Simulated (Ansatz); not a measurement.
**Run report: ZrNH5O2F2, nudged elastic band**

- system: ZrNH5O2F2
- method: RKS PBE-D4/def2-SVP (Ansatz 0.2.0)

It belongs to a series of runs on one base structure; here: band between the two ends. Figures and captions count atoms from 1; the log counts them from 0 in places.

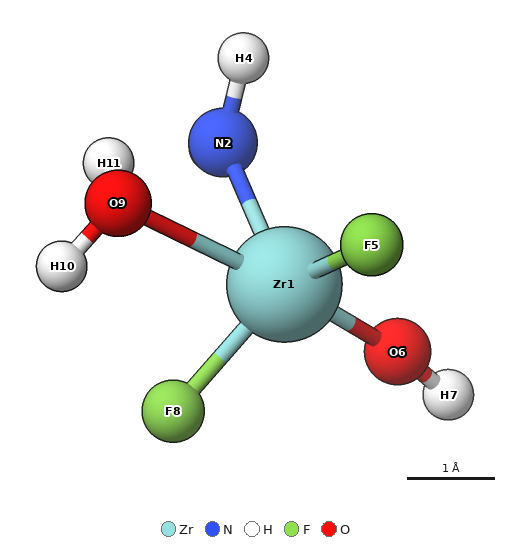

Figure 1. The input geometry (ball-and-stick view, seen at a tilt; atoms are numbered from 1 in the order of the input). Sticks mark near contacts.

## Summary

| quantity | value |
| --- | --- |
| outcome | converged |
| barrier, forward | 0.073 eV |
| barrier, backward | 0.994 eV |
| hardware | 4 threads of Arm Neoverse V1, 24 GiB of memory available, shared host |
| wall time | 3.3 min (CPU time 13 min) |
| peak memory | 0.19 GiB |

## Notes

The order of the saddle point was not checked.

## The input
```yaml
crystal:
  periodic: [false, false, false]
  atoms:
    - { symbol: Zr, position_ang: [0.077834, -0.116727, 0.13773] }
    - { symbol: "N", position_ang: [-0.015667, -0.028844, 2.238277] }
    - { symbol: H, position_ang: [-0.896258, 0.179173, 2.725867] }
    - { symbol: H, position_ang: [0.741699, 0.356741, 2.81868] }
    - { symbol: F, position_ang: [1.755265, 0.441056, -0.627751] }
    - { symbol: O, position_ang: [-1.158276, 1.2607, -0.397772] }
    - { symbol: H, position_ang: [-1.840263, 1.857698, -0.731305] }
    - { symbol: F, position_ang: [-0.872086, -1.66648, -0.567179] }
    - { symbol: O, position_ang: [1.299649, -2.009627, 1.042842] }
    - { symbol: H, position_ang: [0.797843, -2.781838, 0.714011] }
    - { symbol: H, position_ang: [0.820659, -1.727451, 1.876499] }
basis:
  gaussian: { orbitals: def2-SVP }
hamiltonian:
  xc: pbe
  dispersion: d4
neb:
  order_check: false
  images: 5
  f_tol: 0.05
  max_iterations: 60
  final_atoms:
    - { symbol: Zr, position_ang: [0.26034902, -0.40588204, -0.06335898] }
    - { symbol: "N", position_ang: [0.39030642, 0.07431551, 2.3493308] }
    - { symbol: H, position_ang: [-0.35040853, 0.70240636, 2.68726643] }
    - { symbol: H, position_ang: [1.29105171, 0.48923364, 2.62290811] }
    - { symbol: F, position_ang: [1.9200927, 0.61212916, 0.00502342] }
    - { symbol: O, position_ang: [-1.39355538, 0.63514122, -0.00470453] }
    - { symbol: H, position_ang: [-2.29638749, 0.76220755, -0.32863504] }
    - { symbol: F, position_ang: [0.28518722, -0.99607904, -1.90907812] }
    - { symbol: O, position_ang: [0.21133569, -2.21954465, 0.73714183] }
    - { symbol: H, position_ang: [0.09814177, -3.0708003, 0.28228372] }
    - { symbol: H, position_ang: [0.29428586, -0.81872642, 2.85172136] }
  initial_path:
    images:
      - { positions_ang: [[0.077834, -0.116727, 0.13773], [-0.015667, -0.028844, 2.238277], [-0.896258, 0.179173, 2.725867], [0.741699, 0.356741, 2.81868], [1.755265, 0.441056, -0.627751], [-1.158276, 1.2607, -0.397772], [-1.840263, 1.857698, -0.731305], [-0.872086, -1.66648, -0.567179], [1.299649, -2.009627, 1.042842], [0.797843, -2.781838, 0.714011], [0.820659, -1.727451, 1.876499]] }
      - { positions_ang: [[0.05042037, -0.07727722, 0.0921858], [-0.01218541, -0.02116691, 2.34588016], [-0.89051522, 0.02301986, 2.84724037], [0.78388187, 0.3293548, 2.90984709], [1.79109839, 0.30277817, -0.63768043], [-1.1053972, 1.40071539, -0.49306326], [-1.87834026, 1.71815626, -0.78988759], [-0.8870892, -1.6521093, -0.59919121], [1.2847954, -1.96100863, 0.94302267], [0.76485087, -2.75533978, 0.69476433], [0.80887939, -1.54272165, 1.91678106]] }
      - { positions_ang: [[0.02300674, -0.03782745, 0.04664159], [-0.00870382, -0.01348981, 2.45348331], [-0.88477244, -0.13313328, 2.96861375], [0.82606474, 0.30196861, 3.00101419], [1.82693177, 0.16450033, -0.64760986], [-1.0525184, 1.54073079, -0.58835453], [-1.91641751, 1.57861453, -0.84847017], [-0.9020924, -1.6377386, -0.63120341], [1.2699418, -1.91239026, 0.84320333], [0.73185873, -2.72884155, 0.67551767], [0.79709979, -1.3579923, 1.95706313]] }
      - { positions_ang: [[-0.00440688, 0.00162233, 0.00109739], [-0.00522222, -0.00581272, 2.56108647], [-0.87902966, -0.28928643, 3.08998712], [0.86824761, 0.27458241, 3.09218128], [1.86276516, 0.0262225, -0.65753929], [-0.9996396, 1.68074618, -0.68364579], [-1.95449477, 1.43907279, -0.90705276], [-0.9170956, -1.6233679, -0.66321562], [1.2550882, -1.86377188, 0.743384], [0.6988666, -2.70234333, 0.656271], [0.78532018, -1.17326294, 1.99734519]] }
      - { positions_ang: [[0.08384509, -0.13421246, -0.02038806], [0.12662066, 0.02089669, 2.49050124], [-0.70282262, 0.04127783, 2.95574689], [1.00918231, 0.34613282, 2.93575689], [1.88187434, 0.22152472, -0.43668505], [-1.13094486, 1.33221119, -0.45733204], [-2.06845901, 1.21345104, -0.71424685], [-0.51633466, -1.41427162, -1.07850312], [0.90717069, -1.98236281, 0.74130328], [0.49862499, -2.82516232, 0.53160857], [0.62164207, -1.0550841, 2.28213725]] }
      - { positions_ang: [[0.17209705, -0.27004725, -0.04187352], [0.25846354, 0.0476061, 2.41991602], [-0.52661558, 0.3718421, 2.82150666], [1.15011701, 0.41768323, 2.7793325], [1.90098352, 0.41682694, -0.21583082], [-1.26225012, 0.98367621, -0.23101828], [-2.18242325, 0.9878293, -0.52144095], [-0.11557372, -1.20517533, -1.49379062], [0.55925319, -2.10095373, 0.73922255], [0.29838338, -2.94798131, 0.40694614], [0.45796396, -0.93690526, 2.56692931]] }
      - { positions_ang: [[0.26034902, -0.40588204, -0.06335898], [0.39030642, 0.07431551, 2.3493308], [-0.35040853, 0.70240636, 2.68726643], [1.29105171, 0.48923364, 2.62290811], [1.9200927, 0.61212916, 0.00502342], [-1.39355538, 0.63514122, -0.00470453], [-2.29638749, 0.76220755, -0.32863504], [0.28518722, -0.99607904, -1.90907812], [0.21133569, -2.21954465, 0.73714183], [0.09814177, -3.0708003, 0.28228372], [0.29428586, -0.81872642, 2.85172136]] }
```

Launched with:
```bash
ansatz run input.yaml --threads 4 --pin off --max-ram 5120MiB --backend cpu --events-out ev --progress --plain --runs-dir out
```

## Output
```
Engine: ansatz 0.2.0, aarch64-unknown-linux-gnu
Functional definition: PBE
  parameter kappa = 0.804
  parameter beta = 0.06672455060314922
  exchange = pbe_x(kappa = kappa, mu = beta*pi^2/3)
  correlation = pbe_c(beta = beta)
1322 factors; their error is unknown
mean field evaluation 1: about -12348.1346 eV, gradient 1.1e2 eV
mean field evaluation 2: about -12170.2352 eV, gradient 2.9e2 eV
mean field evaluation 4: about -12366.8497 eV, gradient 3.0e1 eV
mean field evaluation 8: about -12368.4139 eV, gradient 3.5e-1 eV
mean field evaluation 16: about -12368.3655 eV, gradient 4.4e-4 eV
mean field -12368.36548107 eV, -454.5290478500 hartree, gradient 6.0e-5 eV, S^2 0.000000; 0 other end points of the search recorded, 0 dependent functions left out
the calculation of the forces begins
reference -12368.36556950 eV, -454.5290510999 hartree; 29, 29 occupied and 97, 97 virtual orbitals, 1322 factors
1322 factors; their error is unknown
mean field evaluation 32: about -12369.2870 eV, gradient 1.5e-1 eV
mean field -12369.28705849 eV, -454.5629151958 hartree, gradient 5.2e-5 eV, S^2 0.000000; 0 other end points of the search recorded, 0 dependent functions left out
[... from here on the field's lines of each further geometry are left out, up to the last ...]
NEB iter   1: max|band force component| = 6.161e0 eV/Å  barrier→ = 2.6560 eV  barrier← = 3.5766 eV  Δτ_max = 0.2000 Å  (217 SCF iters)
NEB iter   2: max|band force component| = 1.931e0 eV/Å  barrier→ = 1.0089 eV  barrier← = 1.9296 eV  Δτ_max = 0.2000 Å  (179 SCF iters)
NEB iter   3: max|band force component| = 2.276e0 eV/Å  barrier→ = 0.2739 eV  barrier← = 1.1945 eV  Δτ_max = 0.1006 Å  (170 SCF iters)
NEB iter   4: max|band force component| = 1.716e0 eV/Å  barrier→ = 0.2012 eV  barrier← = 1.1219 eV  Δτ_max = 0.0992 Å  (150 SCF iters)
NEB iter   5: max|band force component| = 1.022e0 eV/Å  barrier→ = 0.1204 eV  barrier← = 1.0410 eV  Δτ_max = 0.1976 Å  (157 SCF iters)
NEB iter   6: max|band force component| = 1.531e0 eV/Å  barrier→ = 0.0616 eV  barrier← = 0.9823 eV  Δτ_max = 0.1003 Å  (171 SCF iters)
NEB iter   7: max|band force component| = 6.191e-1 eV/Å  barrier→ = 0.0608 eV  barrier← = 0.9815 eV  Δτ_max = 0.2000 Å  (150 SCF iters)
NEB iter   8: max|band force component| = 3.081e-1 eV/Å  barrier→ = 0.0584 eV  barrier← = 0.9791 eV  CI = image 1  Δτ_max = 0.1948 Å  (160 SCF iters)
NEB iter   9: max|band force component| = 8.210e-1 eV/Å  barrier→ = 0.0904 eV  barrier← = 1.0111 eV  CI = image 1  Δτ_max = 0.0996 Å  (158 SCF iters)
NEB iter  10: max|band force component| = 2.462e-1 eV/Å  barrier→ = 0.0921 eV  barrier← = 1.0128 eV  CI = image 1  Δτ_max = 0.0624 Å  (148 SCF iters)
NEB iter  11: max|band force component| = 2.384e-1 eV/Å  barrier→ = 0.0995 eV  barrier← = 1.0202 eV  CI = image 1  Δτ_max = 0.0877 Å  (146 SCF iters)
NEB iter  12: max|band force component| = 9.878e-2 eV/Å  barrier→ = 0.0986 eV  barrier← = 1.0193 eV  CI = image 1  Δτ_max = 0.0501 Å  (148 SCF iters)
NEB iter  13: max|band force component| = 1.102e-1 eV/Å  barrier→ = 0.0965 eV  barrier← = 1.0172 eV  CI = image 1  Δτ_max = 0.0248 Å  (150 SCF iters)
NEB iter  14: max|band force component| = 1.058e-1 eV/Å  barrier→ = 0.0947 eV  barrier← = 1.0154 eV  CI = image 1  Δτ_max = 0.0248 Å  (151 SCF iters)
NEB iter  15: max|band force component| = 1.082e-1 eV/Å  barrier→ = 0.0944 eV  barrier← = 1.0151 eV  CI = image 1  Δτ_max = 0.0248 Å  (149 SCF iters)
NEB iter  16: max|band force component| = 1.047e-1 eV/Å  barrier→ = 0.0927 eV  barrier← = 1.0133 eV  CI = image 1  Δτ_max = 0.0496 Å  (150 SCF iters)
NEB iter  17: max|band force component| = 1.267e-1 eV/Å  barrier→ = 0.0889 eV  barrier← = 1.0095 eV  CI = image 1  Δτ_max = 0.0248 Å  (149 SCF iters)
NEB iter  18: max|band force component| = 9.281e-2 eV/Å  barrier→ = 0.0869 eV  barrier← = 1.0076 eV  CI = image 1  Δτ_max = 0.0506 Å  (151 SCF iters)
NEB iter  19: max|band force component| = 3.193e-1 eV/Å  barrier→ = 0.0831 eV  barrier← = 1.0038 eV  CI = image 1  Δτ_max = 0.0251 Å  (150 SCF iters)
NEB iter  20: max|band force component| = 7.132e-2 eV/Å  barrier→ = 0.0814 eV  barrier← = 1.0021 eV  CI = image 1  Δτ_max = 0.0494 Å  (151 SCF iters)
NEB iter  21: max|band force component| = 6.069e-2 eV/Å  barrier→ = 0.0785 eV  barrier← = 0.9992 eV  CI = image 1  Δτ_max = 0.0495 Å  (147 SCF iters)
NEB iter  22: max|band force component| = 8.187e-2 eV/Å  barrier→ = 0.0761 eV  barrier← = 0.9968 eV  CI = image 1  Δτ_max = 0.0248 Å  (148 SCF iters)
NEB iter  23: max|band force component| = 3.171e-2 eV/Å  barrier→ = 0.0752 eV  barrier← = 0.9959 eV  CI = image 1  Δτ_max = 0.0461 Å  (150 SCF iters)
NEB iter  24: max|band force component| = 3.647e-2 eV/Å  barrier→ = 0.0741 eV  barrier← = 0.9948 eV  CI = image 1  Δτ_max = 0.0389 Å  (31 SCF iters)
NEB iter  25: max|band force component| = 7.521e-2 eV/Å  barrier→ = 0.0735 eV  barrier← = 0.9942 eV  CI = image 1  Δτ_max = 0.0500 Å  (30 SCF iters)
NEB iter  26: max|band force component| = 1.435e-1 eV/Å  barrier→ = 0.0731 eV  barrier← = 0.9938 eV  CI = image 1  Δτ_max = 0.0248 Å  (149 SCF iters)
the calculation of the forces begins
reference -12369.28420914 eV, -454.5628104838 hartree; 29, 29 occupied and 97, 97 virtual orbitals, 1322 factors
1322 factors; their error is unknown
mean field evaluation 1120: about -12368.2925 eV, gradient 1.8e-1 eV
mean field -12368.29257401 eV, -454.5263685650 hartree, gradient 2.0e-5 eV, S^2 0.000000; 1 other end points of the search recorded, 0 dependent functions left out
the calculation of the forces begins
reference -12368.29266146 eV, -454.5263717786 hartree; 29, 29 occupied and 97, 97 virtual orbitals, 1322 factors
NEB iter  27: max|band force component| = 4.759e-2 eV/Å  barrier→ = 0.0731 eV  barrier← = 0.9937 eV  CI = image 1  Δτ_max = 0.0000 Å  (305 SCF iters)
```

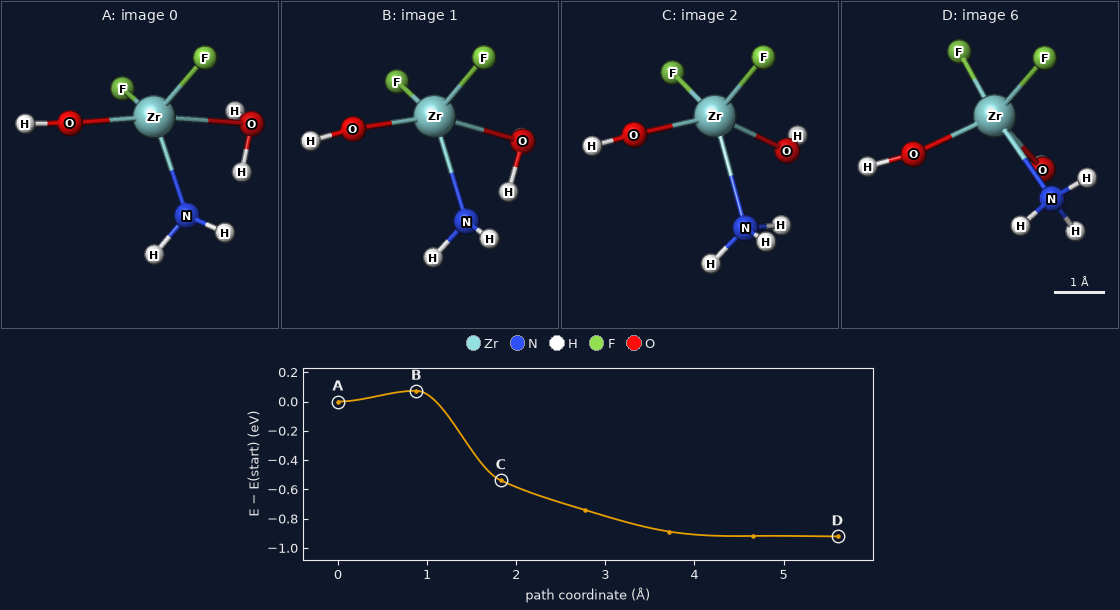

Figure 2. Images of the last band (counted from 0; ball-and-stick, seen at a tilt) above the energy along the path; the line is a cubic interpolation that uses the forces. The highest image is number 1, 0.073 eV above the start and 0.994 eV above the end (the climbing image); the end lies 0.921 eV below the start. The path is 5.61 Å long. The band converged in 27 iterations.

```
Total energy: -12368.51117338 eV, -454.5344019436 hartree
Atom 0 at     0.151635    -0.223720     0.003460 Å, force    -0.001861    -0.000768    -0.000548 eV/Å
Atom 1 at     0.046192    -0.142079     2.216960 Å, force     0.002282    -0.001076    -0.000089 eV/Å
Atom 2 at    -0.879889    -0.129913     2.664542 Å, force    -0.001179    -0.001002    -0.000089 eV/Å
Atom 3 at     0.617326     0.554553     2.715343 Å, force    -0.001541     0.000673     0.000163 eV/Å
Atom 4 at     1.798391     0.418712    -0.750889 Å, force     0.000206    -0.000380    -0.000373 eV/Å
Atom 5 at    -1.066662     1.238884    -0.310651 Å, force    -0.002152    -0.002439     0.002007 eV/Å
Atom 6 at    -1.788882     1.877252    -0.376173 Å, force     0.002087     0.002749    -0.002654 eV/Å
Atom 7 at    -0.814900    -1.607286    -0.939685 Å, force    -0.000103     0.002223     0.001325 eV/Å
Atom 8 at     1.139756    -1.960461     1.076337 Å, force     0.005209    -0.009400    -0.011556 eV/Å
Atom 9 at     0.827314    -2.879093     0.991628 Å, force     0.001728     0.001061    -0.000036 eV/Å
Atom 10 at     0.680118    -1.382448     1.939028 Å, force    -0.004676     0.008361     0.011849 eV/Å
Dipole moment:    -0.466064     0.111628     0.664278 e Å
this run last wrote the band of iteration 27 to [file]; this run last wrote the band within `neb.f_tol` of iteration 24 to [file]
```

## The last band as extended XYZ (Å, eV, eV/Å)
```
11
Properties=species:S:1:pos:R:3:forces:R:3 image=0 energy=-12368.58415
Zr    0.0778   -0.1167    0.1377   -0.0087   0.0068   0.0028
N    -0.0157   -0.0288    2.2383    0.0029   0.0043   0.0094
H    -0.8963    0.1792    2.7259   -0.0003   0.0008  -0.0038
H     0.7417    0.3567    2.8187   -0.0026  -0.0014  -0.0032
F     1.7553    0.4411   -0.6278   -0.0003  -0.0039  -0.0001
O    -1.1583    1.2607   -0.3978   -0.0028  -0.0095  -0.0031
H    -1.8403    1.8577   -0.7313    0.0039   0.0058   0.0035
F    -0.8721   -1.6665   -0.5672    0.0053   0.0023  -0.0013
O     1.2996   -2.0096    1.0428    0.0101   0.0031  -0.0129
H     0.7978   -2.7818    0.7140   -0.0003  -0.0144  -0.0004
H     0.8207   -1.7275    1.8765   -0.0071   0.0059   0.0090
11
Properties=species:S:1:pos:R:3:forces:R:3 image=1 energy=-12368.51109
Zr    0.1516   -0.2237    0.0035   -0.0019  -0.0008  -0.0005
N     0.0462   -0.1421    2.2170    0.0023  -0.0011  -0.0001
H    -0.8799   -0.1299    2.6645   -0.0012  -0.0010  -0.0001
H     0.6173    0.5546    2.7153   -0.0015   0.0007   0.0002
F     1.7984    0.4187   -0.7509    0.0002  -0.0004  -0.0004
O    -1.0667    1.2389   -0.3107   -0.0022  -0.0024   0.0020
H    -1.7889    1.8773   -0.3762    0.0021   0.0027  -0.0027
F    -0.8149   -1.6073   -0.9397   -0.0001   0.0022   0.0013
O     1.1398   -1.9605    1.0763    0.0052  -0.0094  -0.0116
H     0.8273   -2.8791    0.9916    0.0017   0.0011   0.0000
H     0.6801   -1.3824    1.9390   -0.0047   0.0084   0.0118
11
Properties=species:S:1:pos:R:3:forces:R:3 image=2 energy=-12369.12189
Zr    0.1989   -0.3941   -0.0762    0.0178  -0.0502  -0.0412
N     0.1090   -0.0702    2.2905    0.0082   0.0412   0.0266
H    -0.8314   -0.0652    2.7052    0.0199   0.0293   0.0186
H     0.6634    0.6546    2.7617    0.0165   0.0484   0.0122
F     1.8359    0.3556   -0.7651    0.0070  -0.0249  -0.0103
O    -1.0561    1.1014   -0.1921    0.0135  -0.0669   0.0425
H    -1.7642    1.7573   -0.2292   -0.0074  -0.0418   0.0541
F    -0.7153   -1.5601   -1.3145    0.0363   0.0048  -0.1309
O     0.8571   -2.0375    0.9626   -0.0964  -0.0635  -0.0554
H     0.8742   -2.9634    0.6708    0.0269  -0.0019  -0.1003
H     0.5387   -1.0141    2.4161   -0.0424   0.1255   0.1841
11
Properties=species:S:1:pos:R:3:forces:R:3 image=3 energy=-12369.32398
Zr    0.2103   -0.4342   -0.0999    0.0309   0.0146  -0.0129
N     0.2435    0.0020    2.3083    0.0514  -0.0067   0.0043
H    -0.7087    0.0934    2.6860    0.0216   0.0390   0.0040
H     0.8067    0.7549    2.7235    0.0195   0.0345  -0.0160
F     1.9047    0.3972   -0.5163   -0.0072  -0.0061   0.0501
O    -1.1864    0.9275   -0.0803   -0.0391  -0.0449   0.0193
H    -1.9448    1.5222   -0.1310   -0.0296  -0.0470   0.0182
F    -0.3520   -1.4194   -1.6684    0.0690   0.0178  -0.0773
O     0.5324   -2.1502    0.9103   -0.0661  -0.0264   0.0186
H     0.5926   -3.0186    0.4770   -0.0573  -0.0134  -0.0471
H     0.6122   -0.9103    2.6206    0.0070   0.0386   0.0388
11
Properties=species:S:1:pos:R:3:forces:R:3 image=4 energy=-12369.47156
Zr    0.2264   -0.4462   -0.0747   -0.0092   0.0053   0.0064
N     0.3711    0.0479    2.3256    0.0196   0.0072   0.0002
H    -0.5776    0.2212    2.6844    0.0196   0.0121  -0.0010
H     0.9629    0.8250    2.6466    0.0175   0.0067  -0.0099
F     1.9314    0.4674   -0.2243    0.0030   0.0080   0.0299
O    -1.3389    0.7224    0.0755   -0.0197  -0.0310   0.0041
H    -2.0710    1.2067   -0.3302   -0.0093  -0.0344  -0.0117
F    -0.0103   -1.1650   -1.8585    0.0343   0.0270  -0.0207
O     0.2683   -2.2183    0.8365   -0.0294   0.0003  -0.0046
H     0.2395   -3.0778    0.3831   -0.0396  -0.0125  -0.0134
H     0.7085   -0.8190    2.7659    0.0132   0.0111   0.0207
11
Properties=species:S:1:pos:R:3:forces:R:3 image=5 energy=-12369.50167
Zr    0.2835   -0.4506   -0.0484    0.0386   0.0346  -0.0117
N     0.4091    0.0898    2.3524    0.0058   0.0084   0.0205
H    -0.5073    0.3484    2.7439    0.0276  -0.0158  -0.0276
H     1.0480    0.8798    2.5185   -0.0212  -0.0092   0.0023
F     2.0161    0.4435    0.0747   -0.0502  -0.0195   0.0000
O    -1.3658    0.6162    0.1226    0.0036   0.0056   0.0041
H    -2.1410    0.7608   -0.4425    0.0089   0.0143  -0.0077
F     0.2121   -0.7604   -1.9598   -0.0186   0.0012  -0.0050
O     0.1794   -2.2974    0.6005    0.0014  -0.0395   0.0190
H    -0.1885   -3.1624    0.3645    0.0160   0.0133   0.0039
H     0.7650   -0.7032    2.9035   -0.0118   0.0066   0.0022
11
Properties=species:S:1:pos:R:3:forces:R:3 image=6 energy=-12369.50484
Zr    0.2603   -0.4059   -0.0634   -0.0030  -0.0001   0.0018
N     0.3903    0.0743    2.3493    0.0000  -0.0022  -0.0017
H    -0.3504    0.7024    2.6873   -0.0022   0.0037   0.0011
H     1.2911    0.4892    2.6229    0.0018   0.0009  -0.0015
F     1.9201    0.6121    0.0050    0.0039   0.0026  -0.0007
O    -1.3936    0.6351   -0.0047   -0.0025   0.0027   0.0013
H    -2.2964    0.7622   -0.3286    0.0020  -0.0016   0.0011
F     0.2852   -0.9961   -1.9091    0.0014   0.0011  -0.0048
O     0.2113   -2.2195    0.7371    0.0009  -0.0064   0.0036
H     0.0981   -3.0708    0.2823   -0.0004   0.0013   0.0010
H     0.2943   -0.8187    2.8517   -0.0019  -0.0021  -0.0011
```
